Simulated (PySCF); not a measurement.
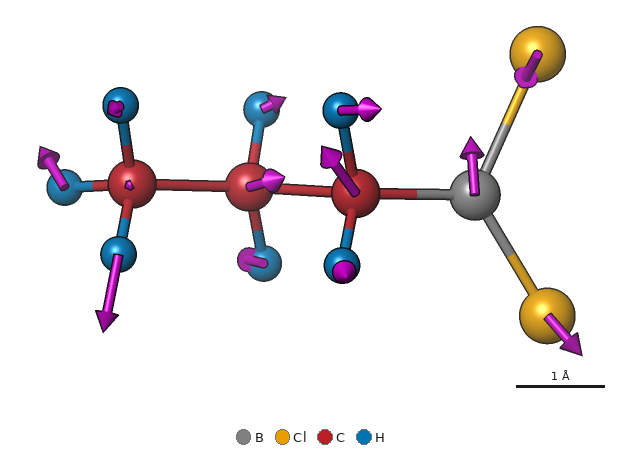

This is a relaxation of C3H7BCl2. The starting structure is drawn; purple arrows show the displacements, magnified 10 times. The two geometries are superimposed by the best rigid fit.

Style: ball-and-stick. Shown at a tilt.

The start comes from GFN2-xTB. Its atoms were then displaced at random by about 0.03 Å.

All numbers below come from PBE0-D3(BJ)/def2-SVP geometry optimisation, gas phase in PySCF. 

### What did the optimiser do to the structure, and how much energy did it gain?

The energy falls by 0.719 eV in 5 geometry steps. The largest move after the best rigid fit is that of an H atom, 0.092 Å. Largest moves by element: H 0.092 Å, C 0.084 Å, Cl 0.076 Å, B 0.072 Å. Near-neighbour distances that change, for instance: B–Cl 1.642 → 1.755 Å, B–Cl 1.842 → 1.757 Å, C–H 1.028 → 1.102 Å, B–C 1.497 → 1.561 Å. Among the angles between lasting bonds that change: C–C–H 101.0° → 109.3°, C–C–H 102.4° → 108.9°, H–C–H 111.6° → 105.9°. Cost: 42 s on 1 thread of Arm Neoverse V1 (shared host).
